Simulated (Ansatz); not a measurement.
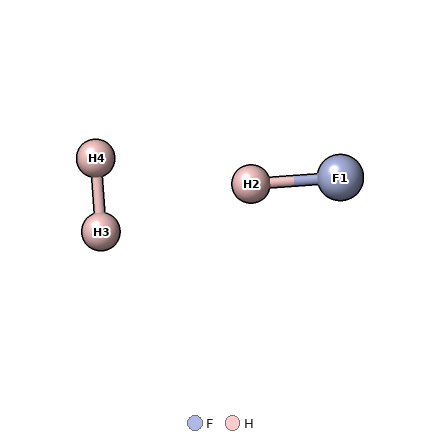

The system is the pair FH···H₂; the picture shows the reference structure. 
- The turn is about an axis along (0.95, −0.32, 0.01) in the frame of the relaxed pair, normal to the line between the partners.
- The first coordinate is: distance H3···H2; the second: turn of F1, H2 about its own atom H2.
- Grid: 15 × 15 points. At 8 points there is no value (left out of the scan, as a rule where atoms come close).
- Points are written as (first, second).
- Energies: eV, counted from the two partners far apart, frozen as in the relaxed pair, each in its own basis (no counterpoise correction).
- Energies and slopes of some neighbouring points disagree (a jump in structure or state, or too coarse a mesh).
- Theory: Ansatz 0.2.0, RKS SPW92 (LDA)/def2-TZVPD.

Its coordinates:

```yaml
atoms:
  - { symbol: F, position_ang: [-0.0488, -0.1770, -1.5037] }
  - { symbol: H, position_ang: [-0.0184, -0.0667, -0.5665] }
  - { symbol: H, position_ang: [-0.0890, -0.2417, 1.0818] }
  - { symbol: H, position_ang: [0.1561, 0.4855, 0.9883] }
```

Range: distance H3···H2 from 1.394 to 3.394 Å; turn of F1, H2 about its own atom H2 from −180 to 156°.

What will the energy surface look like?

The lowest grid point is at (1.625 Å, −12°), −0.16 eV from the two partners far apart, frozen as in the relaxed pair, each in its own basis (no counterpoise correction). The highest grid point, (1.525 Å, −180°), lies 24.07 eV above the lowest. At the highest point the unbonded atoms F1···H3 come to 0.65 Å, against 2.51 Å at the lowest; the sum of their van der Waals radii is about 2.7 Å.

| second ↓, first → | 1.394 | 1.443 | 1.525 | 1.625 | 1.740 | 1.867 | 2.004 | 2.151 | 2.307 | 2.471 | 2.642 | 2.821 | 3.005 | 3.197 | 3.394 |
| --- | --- | --- | --- | --- | --- | --- | --- | --- | --- | --- | --- | --- | --- | --- | --- |
| 156 | – | – | – | 14.22 | 10.09 | 7.05 | 4.71 | 2.94 | 1.71 | 0.92 | 0.45 | 0.19 | 0.06 | 0.01 | −0.02 |
| 132 | 9.97 | 8.55 | 6.73 | 5.05 | 3.60 | 2.42 | 1.53 | 0.89 | 0.48 | 0.23 | 0.08 | 0.01 | −0.02 | −0.03 | −0.02 |
| 108 | 2.84 | 2.43 | 1.86 | 1.32 | 0.86 | 0.52 | 0.27 | 0.12 | 0.03 | −0.02 | −0.04 | −0.04 | −0.03 | −0.03 | −0.02 |
| 84 | 0.84 | 0.68 | 0.47 | 0.28 | 0.13 | 0.04 | −0.02 | −0.05 | −0.06 | −0.06 | −0.05 | −0.04 | −0.03 | −0.02 | −0.02 |
| 60 | 0.22 | 0.15 | 0.06 | −0.02 | −0.06 | −0.09 | −0.09 | −0.09 | −0.08 | −0.06 | −0.05 | −0.04 | −0.03 | −0.02 | −0.01 |
| 36 | −0.01 | −0.04 | −0.09 | −0.12 | −0.13 | −0.13 | −0.12 | −0.10 | −0.08 | −0.06 | −0.05 | −0.04 | −0.03 | −0.02 | −0.01 |
| 12 | −0.09 | −0.12 | −0.14 | −0.16 | −0.16 | −0.14 | −0.13 | −0.10 | −0.08 | −0.06 | −0.05 | −0.04 | −0.03 | −0.02 | −0.01 |
| −12 | −0.10 | −0.12 | −0.15 | −0.16 | −0.16 | −0.14 | −0.12 | −0.10 | −0.08 | −0.06 | −0.05 | −0.03 | −0.03 | −0.02 | −0.01 |
| −36 | −0.04 | −0.07 | −0.10 | −0.12 | −0.13 | −0.12 | −0.11 | −0.09 | −0.08 | −0.06 | −0.05 | −0.03 | −0.02 | −0.02 | −0.01 |
| −60 | 0.14 | 0.09 | 0.03 | −0.02 | −0.06 | −0.08 | −0.08 | −0.08 | −0.07 | −0.06 | −0.04 | −0.03 | −0.02 | −0.02 | −0.01 |
| −84 | 0.63 | 0.53 | 0.40 | 0.27 | 0.15 | 0.07 | 0.01 | −0.02 | −0.04 | −0.04 | −0.04 | −0.03 | −0.03 | −0.02 | −0.01 |
| −108 | 2.19 | 1.97 | 1.63 | 1.27 | 0.94 | 0.65 | 0.41 | 0.24 | 0.12 | 0.05 | 0.00 | −0.02 | −0.02 | −0.02 | −0.02 |
| −132 | 7.81 | 7.06 | 6.00 | 4.91 | 3.84 | 2.85 | 2.00 | 1.30 | 0.79 | 0.44 | 0.22 | 0.09 | 0.02 | −0.01 | −0.02 |
| −156 | – | – | – | 14.08 | 10.35 | 7.56 | 5.29 | 3.46 | 2.10 | 1.18 | 0.61 | 0.28 | 0.10 | 0.02 | −0.01 |
| −180 | – | – | 23.91 | 17.70 | 13.14 | 9.61 | 6.71 | 4.37 | 2.63 | 1.47 | 0.75 | 0.34 | 0.13 | 0.03 | −0.01 |

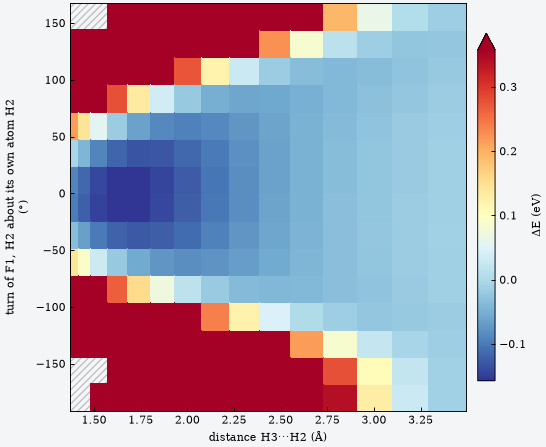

Drawn: one coloured cell a grid point, one colour for all values above the top of the scale, hatched blanks where no value was computed.

Time for the 217 points that were run: 2.7 min on 1 thread of Arm Neoverse N1 (shared host).
